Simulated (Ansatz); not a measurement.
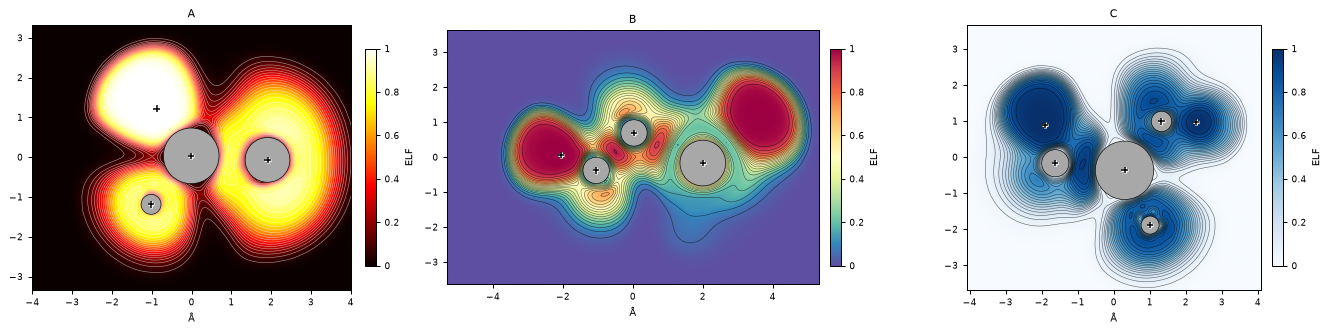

The electron localisation function of 3 systems, each on a plane through atoms (crosses mark nuclei in the plane; grey discs cover the cores).

All numbers below come from Ansatz, isolated molecule in a Gaussian basis; Kohn-Sham density functional theory, functional PBE0.

System 1: FHSSi (SMILES F[SiH]=S), the molecular plane. Geometry: PBE0-D4/def2-TZVP.

```xyz
4

F     1.2278    0.5001   -0.9876
S    -0.7130   -1.6187    0.2614
Si   -0.2266    0.0510   -0.5555
H    -1.0827    1.1935   -0.9237
```

System 2: CH4AlFO (SMILES [CH3][Al]([OH])[F]), the plane of atoms F3, Al2 and O4. Geometry: PBE0-D3(BJ)/pcseg-1.

```xyz
8

C    -0.9727   -0.5735    1.6980
Al   -1.3812    1.2963    1.4350
F    -0.2225    2.4772    1.7109
O    -2.9230    1.7986    0.9178
H    -0.1383   -0.8875    1.0571
H    -1.8382   -1.2069    1.4704
H    -0.6681   -0.7671    2.7351
H    -3.1971    2.7067    0.7668
```

System 3: C2H7FSn, the plane of atoms C1, C2 and Sn4. Geometry: PBE0-D3(BJ)/def2-SVP; core potentials replace the inner electrons of Sn.

```xyz
11

C    -0.4226   -0.8700    2.3262
C    -1.1030   -1.1850    1.0004
F    -0.3486    1.8397    0.2347
Sn   -1.8405    0.5939    0.0455
H     0.0134   -1.7756    2.7781
H    -1.1302   -0.4482    3.0576
H     0.3868   -0.1359    2.1954
H    -0.4053   -1.6558    0.2899
H    -1.9487   -1.8805    1.1261
H    -3.1364    1.3552    0.8720
H    -2.1054    0.4760   -1.6442
```

Q: Match each panel to its system.

A: Panel A is system 1, FHSSi: the plane holds F, S, Si and H. Si–F (1.58 Å): the ELF peaks at about 0.85 in the valence shell of F, 0.6 Å from its nucleus, and is about 0.45 at the midpoint. Panel B is system 3, C2H7FSn: the plane holds C, Sn and H. C–C (1.52 Å): the ELF peaks at about 0.95 between the atoms, as expected for a shared electron pair. Panel C is system 2, CH4AlFO: the plane holds C, Al, F, O and H. Al–F (1.68 Å): the ELF peaks at about 0.85 in the valence shell of F, 0.6 Å from its nucleus, and is about 0.40 at the midpoint.
